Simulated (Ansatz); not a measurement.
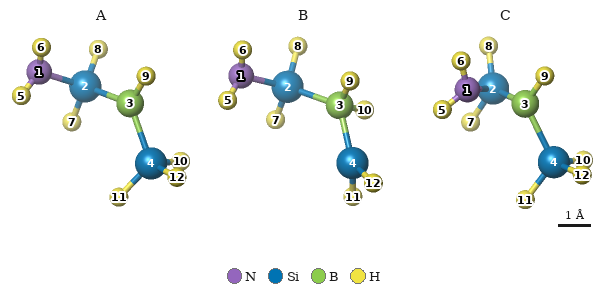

3 geometries from a converged minimum-energy path of BSi$_{2}$NH$_{8}$, shuffled. The picture is a ball-and-stick view, seen from a free direction.

Computed with RKS BLYP/def2-SVP (Ansatz). Run with 5 movable images; climbing image; force threshold 0.03 eV/Å; iteration limit 60; starting path through a guess of the saddle point.

Q: Which of them lies highest in energy?

A: B. In order along the path, whose images run from 0 to 6: C (image 1, +43.8 kJ/mol), A (image 2, +64.3 kJ/mol), B (image 4, +83.7 kJ/mol). A hydrogen atom shifts from one atom to another. Breaking: Si4–H10 (1.51 → 2.18 at the top → 2.68 Å). Forming: B3–H10 (2.94 → 1.26 at the top → 1.21 Å).

The run took 79 s on 2 threads of Intel(R) Xeon(R) 6975P-C (Granite Rapids) (shared host), peak memory 0.16 GiB.
